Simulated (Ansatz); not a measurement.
## Run report: Si3H10O, single-point calculation

Si3H10O, computed with RKS PBE0-D4/def2-TZVPP (Ansatz 0.2.0).

The geometry is the reactant side of a reaction. The reaction was set up to form Si1–O7 and H2–H6 and to break Si1–H2 and H6–O7 (atoms counted from 1 in the order of the input); sticks are drawn by distance alone. The geometry comes from this level: PBE0-D4/def2-TZVP.

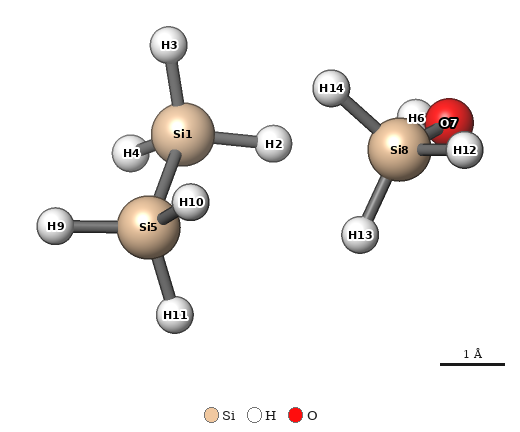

*The structure as given in the input (ball-and-stick view, seen at a tilt; atoms are numbered from 1 in the order of the input).*

Bond lengths as drawn: H–O 0.96 Å, H–Si 1.48 to 1.49 Å, O–Si 1.65 Å and Si–Si 2.34 Å.

**Summary**

- outcome: converged
- total energy: −25832.8232 eV
- mean-field energy: −25832.5733 eV
- dispersion energy: −0.2500 eV
- SCF solution under orbital rotations: stable
- HOMO: −8.55 eV
- LUMO: −0.21 eV
- hardware: 8 threads of Arm Neoverse V1, 23 GiB of memory available, shared host
- wall time: 2.6 s (CPU time 18 s)
- peak memory: 0.89 GiB

**The input**
```yaml
crystal:
  periodic: [false, false, false]
  atoms:
    - {symbol: Si, position_ang: [-1.575838, 0.079083, 0.950807]}
    - {symbol: H, position_ang: [-1.248013, -1.008743, -0.013842]}
    - {symbol: H, position_ang: [-2.295214, 1.150321, 0.213181]}
    - {symbol: H, position_ang: [-2.487640, -0.496256, 1.975756]}
    - {symbol: Si, position_ang: [0.360883, 0.905860, 1.970400]}
    - {symbol: H, position_ang: [-0.600796, -1.843762, -2.051890]}
    - {symbol: O, position_ang: [0.175915, -1.584547, -2.550185]}
    - {symbol: Si, position_ang: [1.112608, -0.390996, -1.912192]}
    - {symbol: H, position_ang: [-0.029524, 1.820602, 3.077047]}
    - {symbol: H, position_ang: [1.195592, 1.659188, 0.999569]}
    - {symbol: H, position_ang: [1.156946, -0.215756, 2.534648]}
    - {symbol: H, position_ang: [2.199497, -0.159417, -2.890638]}
    - {symbol: H, position_ang: [1.693771, -0.782687, -0.597347]}
    - {symbol: H, position_ang: [0.341712, 0.867209, -1.705415]}
basis:
  gaussian: {orbitals: def2-TZVPP}
hamiltonian: {xc: pbe0, dispersion: d4}
output: {orbitals: {seedname: orbitals}}
```

Launched with:
```bash
ansatz run in.yaml --threads 8 --pin off --events-out ev --progress --plain --max-ram 19148MiB
```

**The program's output**
```
Functional definition: PBE0
  name "PBE0"
  cite "Adamo & Barone, J. Chem. Phys. 110, 6158 (1999) doi:10.1063/1.478522"
  cite "Perdew, Burke & Ernzerhof, Phys. Rev. Lett. 77, 3865 (1996) doi:10.1103/PhysRevLett.77.3865"
  parent pbe
  parameter a = 0.25
  parameter kappa = 0.804
  parameter beta = 0.06672455060314922
  exchange = (1 - a)*pbe_x(kappa = kappa, mu = beta*pi^2/3) + a*exact_x
  correlation = pbe_c(beta = beta)
1614 factors; their error is unknown
mean field evaluation 1: about -25828.2304 eV, gradient 5.1e1 eV
mean field evaluation 2: about -25820.7211 eV, gradient 8.2e1 eV
mean field evaluation 4: about -25832.5158 eV, gradient 1.6e0 eV
mean field evaluation 8: about -25832.5207 eV, gradient 6.1e-2 eV
mean field -25832.57322975 eV, -949.3295562461 hartree, gradient 5.2e-5 eV, S^2 0.000000; 0 other end points of the search recorded, 0 dependent functions left out
reference -25832.57327015 eV, -949.3295577309 hartree; 30, 30 occupied and 267, 267 virtual orbitals, 1614 factors
Total energy: -25832.82324259 eV, -949.3387440488 hartree
```

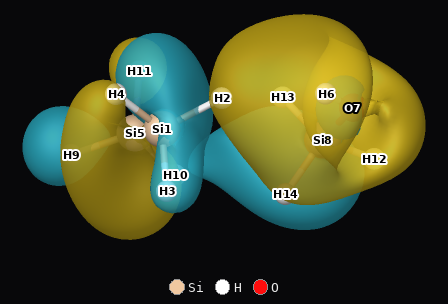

*One frontier orbital at ±0.06 Å⁻³ᐟ² (yellow and cyan are the two phases), seen from the side.*

The LUMO, at −0.21 eV. Its weight (Hirshfeld) is mainly on Si8 (20 %), Si1 (20 %), Si5 (15 %) and H6 (10 %).

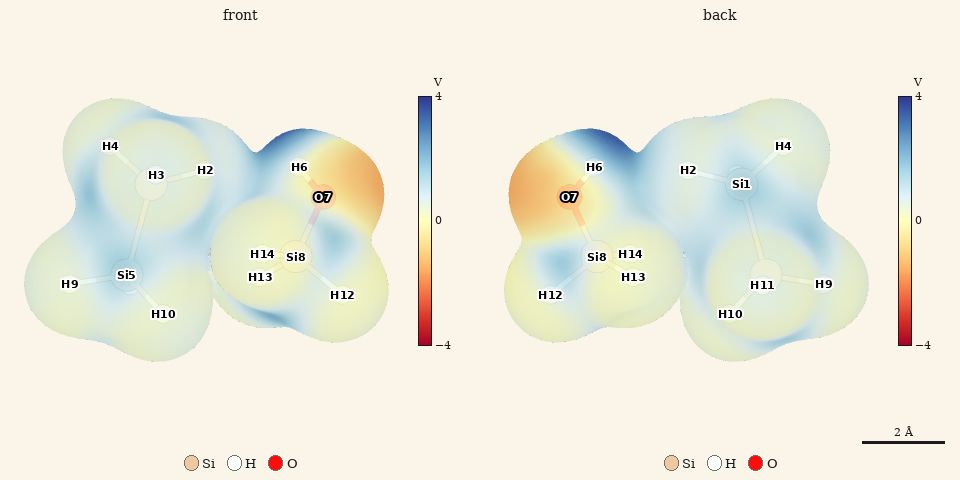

*The molecular electrostatic potential painted on the density surface at 0.004 e/bohr³, seen face on and from behind; the colour scale runs from red (negative) to blue (positive).*

A positive charge is drawn to the negative regions and a negative charge to the positive ones.

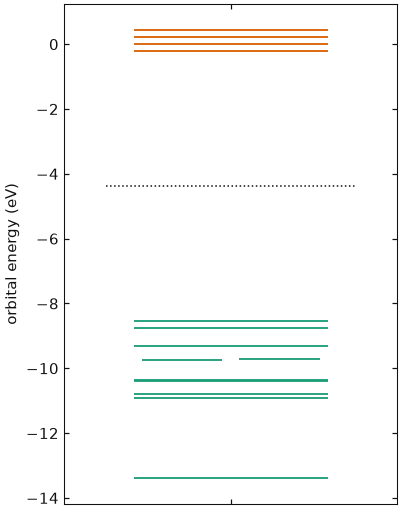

*Orbital energies near the frontier; the dotted line parts filled from empty levels, and levels within 0.02 eV of each other stand side by side.*

Highest filled −8.55 eV, lowest empty −0.21 eV, 8.34 eV apart.
